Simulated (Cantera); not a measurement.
Feed: 1 mol Cu2O, 3.6 mol C, 0.049 mol CO, equilibrated at 0.440 bar.

Equilibrium computed with Cantera from the NASA thermochemical tables; the gas is ideal and each condensed phase is pure. Candidate condensed phases: C, Cu, CuO, Cu2O; 15 gas species. Kinetics and transport are ignored.

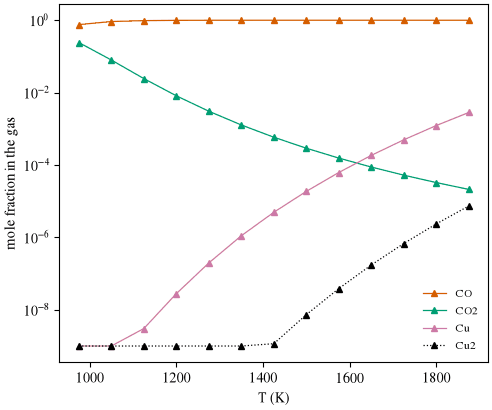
Fig. 1. Equilibrium gas composition (values under 1e-9 drawn at 1e-9)

From 975 K to 1350 K the condensed part is C(graphite) + Cu(s). From 1425 K to 1875 K the condensed part is C(graphite) + Cu(l).
